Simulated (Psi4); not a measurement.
# SiH2Cl2 (SiCl2H2) at CAM-B3LYP/aug-cc-pVDZ

What is the vertical electron affinity of SiH2Cl2 (SiCl2H2) at CAM-B3LYP/aug-cc-pVDZ? 

Program for the calculation: Psi4 1.11.

2 further runs of the same task are left out: 2 set aside as unsound or not needed.

## Step 1: The molecule

SiH2Cl2: 5 atoms, total charge 0, spin state singlet. As SMILES, `[H][Si]([H])(Cl)Cl`. The shape is that of a GFN2-xTB optimisation.

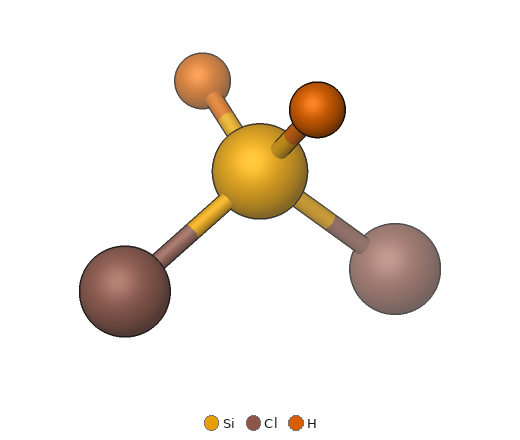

The structure, seen from a chosen angle (silicon amber, chlorine brown, hydrogen orange).

## Step 2: A single-point energy at CAM-B3LYP/aug-cc-pVDZ

The input, input.json:

```json
{
  "schema_name": "qcschema_input",
  "schema_version": 1,
  "molecule": {
    "schema_name": "qcschema_molecule",
    "schema_version": 2,
    "symbols": ["Si", "Cl", "Cl", "H", "H"],
    "geometry": [-0.21620357, 0.00018897, -0.15136706, -0.20203062, -0.03958976, 3.64560295, 3.35626698, 0.02785456, -1.43929101, -1.47598949, 2.29015909, -1.00350126, -1.46202441, -2.27859397, -1.05144362],
    "molecular_charge": 0,
    "molecular_multiplicity": 1,
    "fix_symmetry": "c1"
  },
  "driver": "energy",
  "model": {
    "method": "cam-b3lyp",
    "basis": "aug-cc-pVDZ"
  },
  "keywords": {
    "reference": "rks",
    "puream": true,
    "e_convergence": 1e-09,
    "d_convergence": 1e-08,
    "scf_type": "pk",
    "dft_radial_points": 99,
    "dft_spherical_points": 590,
    "scf_properties": ["QUADRUPOLE", "WIBERG_LOWDIN_INDICES", "DIPOLE"]
  }
}
```

Command:

```sh
$ psi4 --qcschema input.json -n 1 --memory 1600MB
```

stdout, cut to the lines that bear on the results:

```text
[...]
  Running in c1 symmetry.
[...]
  Nuclear repulsion =  195.016513954006626
[...]
  Multiplicity = 1
[...]
  Nalpha       = 25
  Nbeta        = 25
[...]
    Number of basis functions: 99
[...]
   @RKS iter   1: -1211.19678151313292   -8.10528e-02   2.13393e-03 DIIS/ADIIS
[...]
   @RKS iter  10: -1211.22219513513937   -2.72848e-12   1.85918e-09 DIIS
[...]
    Orbital Energies [Eh]
    ---------------------
    Doubly Occupied:
       1A   -101.625459     2A   -101.625459     3A    -66.298998
       4A     -9.546711     5A     -9.546702     6A     -7.307576
       7A     -7.307570     8A     -7.301606     9A     -7.301599
      10A     -7.301331    11A     -7.301325    12A     -5.440732
      13A     -3.802010    14A     -3.799845    15A     -3.797060
      16A     -0.949421    17A     -0.919698    18A     -0.635436
      19A     -0.489055    20A     -0.488408    21A     -0.488190
      22A     -0.414206    23A     -0.411274    24A     -0.397628
      25A     -0.384712
[...]
  @RKS Final Energy: -1211.22219513513937
   => Energetics <=
    Nuclear Repulsion Energy =            195.0165139540066264
    One-Electron Energy =               -2061.3705493542470322
    Two-Electron Energy =                 714.9009721878122718
    DFT Exchange-Correlation Energy =     -59.7691319227109474
    Empirical Dispersion Energy =           0.0000000000000000
    VV10 Nonlocal Energy =                  0.0000000000000000
    Total Energy =                      -1211.2221951351393727
[...]
 Multipole Moments:
 ------------------------------------------------------------------------------------
     Multipole            Electronic (a.u.)      Nuclear  (a.u.)        Total (a.u.)
 ------------------------------------------------------------------------------------
 L = 1.  Multiply by 2.5417464519 to convert [e a0] to [Debye]
 Dipole X            :          2.6195209           -3.0233348           -0.4038139
 Dipole Y            :         -0.0107031            0.0115616            0.0008585
 Dipole Z            :          1.8323659           -2.1146879           -0.2823220
 Magnitude           :                                                    0.4927191
 L = 2.  Multiply by 1.3450342976 to convert [e a0^2] to [Debye ang]
 Quadrupole XX       :       -181.1296049          151.9200552          -29.2095497
 Quadrupole XY       :         -1.8618320            1.8517005           -0.0101315
[...]
```

The result, in JSON:

```text
{
 "driver": "energy",
 "model": {
  "method": "cam-b3lyp",
  "basis": "aug-cc-pVDZ"
 },
 "success": true,
 "return_result": -1211.2221951351394,
 "properties": {
  "calcinfo_nbasis": 99,
  "calcinfo_nmo": 99,
  "calcinfo_nalpha": 25,
  "calcinfo_nbeta": 25,
  "calcinfo_natom": 5,
  "nuclear_repulsion_energy": 195.01651395400663,
  "return_energy": -1211.2221951351394,
  "scf_one_electron_energy": -2061.370549354247,
  "scf_two_electron_energy": 714.9009721878123,
  "scf_xc_energy": -59.76913192271095,
  "scf_dipole_moment": [-0.40381389504844156, 0.0008585106334969006, -0.28232204840653274],
  "scf_total_energy": -1211.2221951351394,
  "scf_iterations": 10
 }
}
```

Run time: 24 s. Hardware: 1 thread of Intel Xeon 6975P-C (Granite Rapids), shared host; peak memory 0.96 GiB.

## Step 3: The doublet anion: energy and gradient at UCAM-B3LYP/aug-cc-pVDZ

The input, job.json:

```json
{
 "schema_name": "qcschema_input",
 "schema_version": 1,
 "molecule": {
  "schema_name": "qcschema_molecule",
  "schema_version": 2,
  "symbols": ["Si", "Cl", "Cl", "H", "H"],
  "geometry": [-0.21620357, 0.00018897, -0.15136706, -0.20203062, -0.03958976, 3.64560295, 3.35626698, 0.02785456, -1.43929101, -1.47598949, 2.29015909, -1.00350126, -1.46202441, -2.27859397, -1.05144362],
  "molecular_charge": -1,
  "molecular_multiplicity": 2,
  "fix_symmetry": "c1"
 },
 "driver": "gradient",
 "model": {
  "method": "cam-b3lyp",
  "basis": "aug-cc-pVDZ"
 },
 "keywords": {
  "reference": "uks",
  "puream": true,
  "e_convergence": 1e-09,
  "d_convergence": 1e-08,
  "scf_type": "pk",
  "dft_radial_points": 99,
  "dft_spherical_points": 590,
  "maxiter": 200,
  "scf_properties": ["MULLIKEN_CHARGES", "QUADRUPOLE", "WIBERG_LOWDIN_INDICES"]
 }
}
```

Command:

```sh
$ psi4 --qcschema job.json -n 1 --memory 1600MB
```

stdout, cut to the lines that bear on the results:

```text
[...]
  Running in c1 symmetry.
[...]
  Nuclear repulsion =  195.016513954006626
[...]
  Multiplicity = 2
[...]
  Nalpha       = 26
  Nbeta        = 25
[...]
    Number of basis functions: 99
[...]
   @UKS iter   1: -1211.06201742324220    5.37113e-02   3.60410e-03 DIIS/ADIIS
[...]
   @UKS iter  38: -1211.18647928262021    4.16094e-11   7.98080e-09 DIIS
[...]
   @S^2 Observed:                7.503955890E-01
[...]
  @UKS Final Energy: -1211.18647928262021
   => Energetics <=
    Nuclear Repulsion Energy =            195.0165139540066264
    One-Electron Energy =               -2068.6828463600795658
    Two-Electron Energy =                 722.3025024769178799
    DFT Exchange-Correlation Energy =     -59.8226493534650317
    Empirical Dispersion Energy =           0.0000000000000000
    VV10 Nonlocal Energy =                  0.0000000000000000
    Total Energy =                      -1211.1864792826202120
[...]
 Multipole Moments:
 ------------------------------------------------------------------------------------
     Multipole            Electronic (a.u.)      Nuclear  (a.u.)        Total (a.u.)
 ------------------------------------------------------------------------------------
 L = 1.  Multiply by 2.5417464519 to convert [e a0] to [Debye]
 Dipole X            :          2.6548197           -3.0233348           -0.3685151
 Dipole Y            :         -0.0064088            0.0115616            0.0051527
 Dipole Z            :          1.8721744           -2.1146879           -0.2425135
 Magnitude           :                                                    0.4411834
 L = 2.  Multiply by 1.3450342976 to convert [e a0^2] to [Debye ang]
 Quadrupole XX       :       -203.9115675          151.9200552          -51.9915123
 Quadrupole XY       :         -1.8327119            1.8517005            0.0189886
[...]
  -Total Gradient:
     Atom            X                  Y                   Z
    ------   -----------------  -----------------  -----------------
       1        0.021862906299    -0.000162222328     0.015377146268
       2        0.004165553137     0.000439216076    -0.040861268111
       3       -0.036890874209    -0.000303545152     0.017888754303
       4        0.005462876545    -0.008760607130     0.003678921238
       5        0.005403167122     0.008787145659     0.003918906750
[...]
```

The result, in JSON:

```text
{
 "driver": "gradient",
 "model": {
  "method": "cam-b3lyp",
  "basis": "aug-cc-pVDZ"
 },
 "success": true,
 "return_result": [0.021862906298672474, -0.0001622223277906579, 0.015377146268172673, 0.004165553136931269, 0.00043921607597157287, -0.04086126811128357, -0.036890874209218105, -0.0003035451516218391, 0.017888754303325184, 0.005462876544786485, -0.008760607130130368, 0.003678921237519117, 0.005403167122419852, 0.008787145658880988, 0.0039189067496687505],
 "properties": {
  "calcinfo_nbasis": 99,
  "calcinfo_nmo": 99,
  "calcinfo_nalpha": 26,
  "calcinfo_nbeta": 25,
  "calcinfo_natom": 5,
  "nuclear_repulsion_energy": 195.01651395400663,
  "return_energy": -1211.1864792826202,
  "return_gradient": [0.021862906298672474, -0.0001622223277906579, 0.015377146268172673, 0.004165553136931269, 0.00043921607597157287, -0.04086126811128357, -0.036890874209218105, -0.0003035451516218391, 0.017888754303325184, 0.005462876544786485, -0.008760607130130368, 0.003678921237519117, 0.005403167122419852, 0.008787145658880988, 0.0039189067496687505],
  "scf_one_electron_energy": -2068.6828463600796,
  "scf_two_electron_energy": 722.3025024769179,
  "scf_xc_energy": -59.82264935346503,
  "scf_dipole_moment": [-0.36851514023351006, 0.005152749988698496, -0.2425134858924265],
  "scf_total_energy": -1211.1864792826202,
  "scf_total_gradient": [0.021862906298672474, -0.0001622223277906579, 0.015377146268172673, 0.004165553136931269, 0.00043921607597157287, -0.04086126811128357, -0.036890874209218105, -0.0003035451516218391, 0.017888754303325184, 0.005462876544786485, -0.008760607130130368, 0.003678921237519117, 0.005403167122419852, 0.008787145658880988, 0.0039189067496687505],
  "scf_iterations": 38
 }
}
```

Wall time 1.9 min (1 thread of Intel Xeon 6975P-C (Granite Rapids), shared host); peak memory 0.98 GiB.

## Step 4: Results

At CAM-B3LYP/aug-cc-pVDZ:

```
                                         quantity           value
                    singlet SiH2Cl2: total energy  -1211.22220 Eh
                   singlet SiH2Cl2: dipole moment          1.25 D
                     singlet SiH2Cl2: HOMO energy       -10.47 eV
                     singlet SiH2Cl2: LUMO energy         0.47 eV
                   singlet SiH2Cl2: HOMO–LUMO gap        10.94 eV
                      doublet anion: total energy  -1211.18648 Eh
doublet anion: HOMO energy (highest over α and β)         1.45 eV
 doublet anion: LUMO energy (lowest over α and β)         3.20 eV
                              doublet anion: ⟨S²⟩           0.750
          doublet anion: largest force on an atom      2.112 eV/Å
vertical electron affinity (to the doublet anion)       -0.972 eV
```

**Reading.** The anion lies 0.97 eV (93.8 kJ/mol) above the neutral: the electron isn't bound at this level, and such a value depends on the basis. The HOMO (doublet anion) lies at positive energy, 1.45 eV; only total energies tell whether the electron is bound.
